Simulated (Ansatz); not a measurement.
The figure comes from a scan of ScAl3 (Cu3Au type): one Al atom of a 4-atom cell moves by s along Cartesian [110], with its periodic images. Calculation: r2SCAN (plane waves to 500 eV, PAW, scalar-relativistic; Ansatz, a program for electronic structure). k mesh 9×9×9 (Γ-centred), Fermi-Dirac smearing 0.05 eV. With partly filled bands, energies and forces of such displacements shift with the k mesh and the smearing. F∥ is the force on the atom along that direction. ScAl3 is run without spin polarisation. ScAl3 was relaxed with its symmetry unable to fall. 

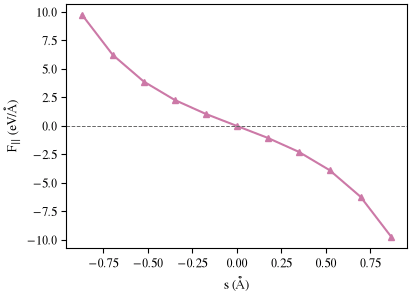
Fig. 1. F∥ (eV/Å) against s (Å); computed points joined by lines.

Question: Read the plotted values off the figure, to the accuracy that the plot allows.

Answer: To the nearest 0.5:

```tsv
s (Å)	F∥ (eV/Å)
-0.870	10.0
-0.696	6.0
-0.522	4.0
-0.348	2.5
-0.174	1.0
0.000	0.0
0.174	-1.0
0.348	-2.5
0.522	-4.0
0.696	-6.0
0.870	-10.0
```

(For displaced atoms, the force is minus the slope of the energy, and its curvature is a force constant, which sets phonon frequencies.)
